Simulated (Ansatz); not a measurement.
# AlBH$_{4}$O$_{2}$···H$_{2}$: what the fields show

Input file:

```
crystal:
  periodic: [false, false, false]
  atoms:
    - { symbol: B, position_ang: [0.162077, 0.539896, -0.064126] }
    - { symbol: H, position_ang: [-0.297061, -1.19006, 1.534161] }
    - { symbol: O, position_ang: [1.274434, -0.051654, -0.563572] }
    - { symbol: H, position_ang: [1.085046, -0.634868, -1.305683] }
    - { symbol: H, position_ang: [-0.924766, 0.348077, -0.557307] }
    - { symbol: O, position_ang: [0.300923, 1.408068, 0.990806] }
    - { symbol: Al, position_ang: [0.91403, 2.525032, 2.108677] }
    - { symbol: H, position_ang: [0.976095, 2.062942, 3.611785] }
    - { symbol: H, position_ang: [1.331337, 3.952603, 1.592245] }
    - { symbol: H, position_ang: [-0.309115, -0.545636, 1.850515] }
basis:
  gaussian: { orbitals: def2-SVP }
hamiltonian:
  xc: cam_b3lyp
  dispersion: d4
relax:
  f_tol: 0.03
  max_steps: 50
output:
  orbitals: {}
```

Command:

```sh
ansatz run input.yaml --threads 4 --pin off --max-ram 5120MiB --backend cpu --events-out ev --progress --plain --runs-dir out
```

The fields are those of the run's last geometry, not of the input's.

Theory: RKS CAM-B3LYP-D4/def2-SVP (Ansatz).

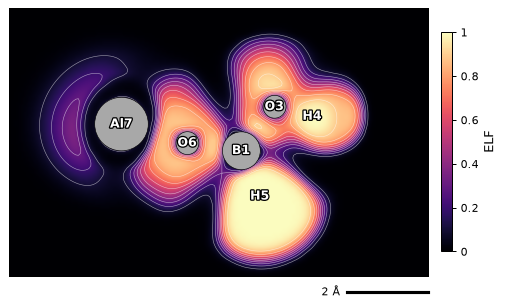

Figure 1. ELF on the plane of atoms O3, B1 and O6. Grey discs cover the atomic cores.

Read the bonding off the picture.

- The section cuts through B, O, H and Al sites.
- B–O (1.34 Å): the ELF peaks at about 0.90 between the atoms; a polar covalent bond.
- Al–O (1.70 Å): the ELF peaks at about 0.85 in the valence shell of O, 0.6 Å from its nucleus, and is about 0.35 at the midpoint.
- O–H (0.96 Å): the ELF climbs to about 1 towards the hydrogen, as it does in any bond to H (a covalent bond by its length).
- B–H (1.21 Å): the ELF climbs to about 1 towards the hydrogen; a covalent bond by its length.
- The ELF also peaks beside O6 and O3, away from the bonds: lone-pair regions.

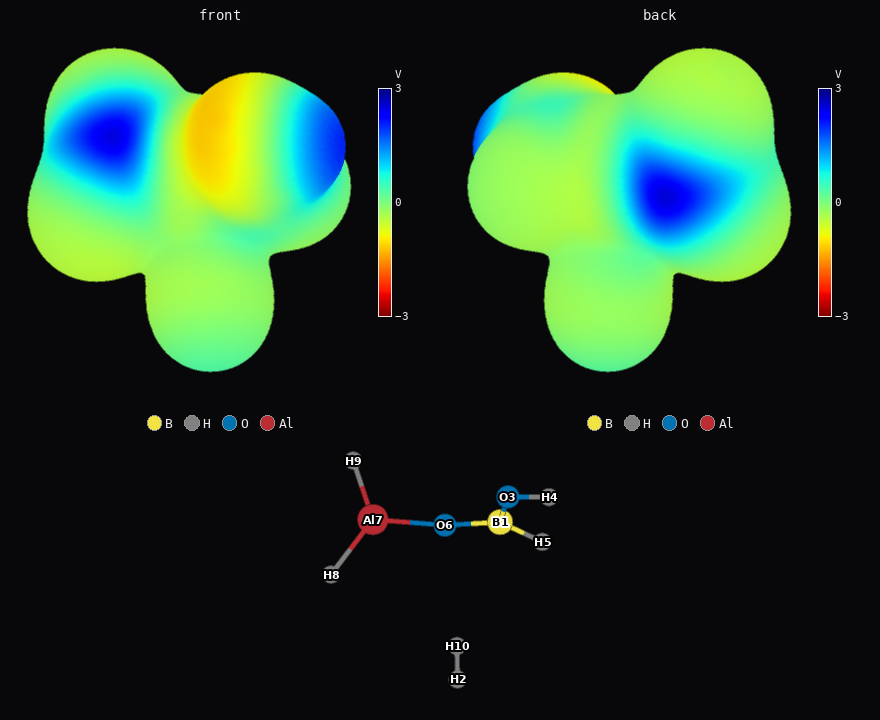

Figure 2. The electrostatic potential painted on the density surface at 0.001 e/bohr³, seen from the front and from behind; red is negative and blue positive. The bare structure is drawn below in the same view.

Which sites attract a positive test charge, and which a negative one?

A positive charge is drawn to the negative regions and a negative charge to the positive ones. The most negative region (about −1.2 V) lies over O3, the most positive (about +2.4 V) over Al7. O3 is the likeliest acceptor of a hydrogen bond.

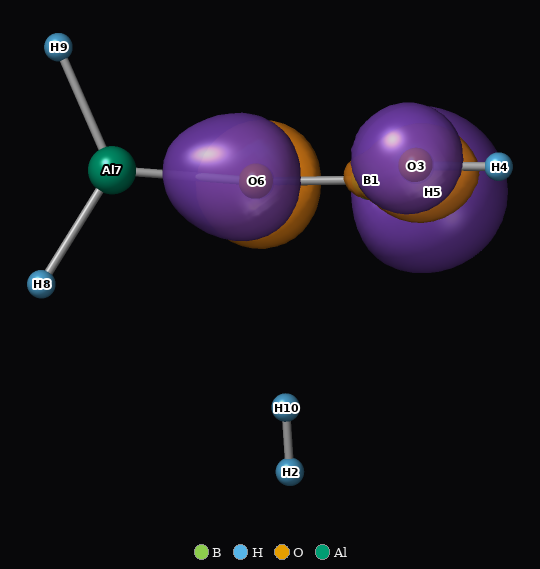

Figure 3. The HOMO−1 at ±0.15 Å⁻³ᐟ² (orange and purple are the two phases), seen at a tilt.

Describe this orbital and give its energy.

By Hirshfeld shares it lies mainly on O6 (about 35 %), H5 (about 25 %), B1 (about 20 %) and O3 (about 15 %). Its energy is −10.07 eV.
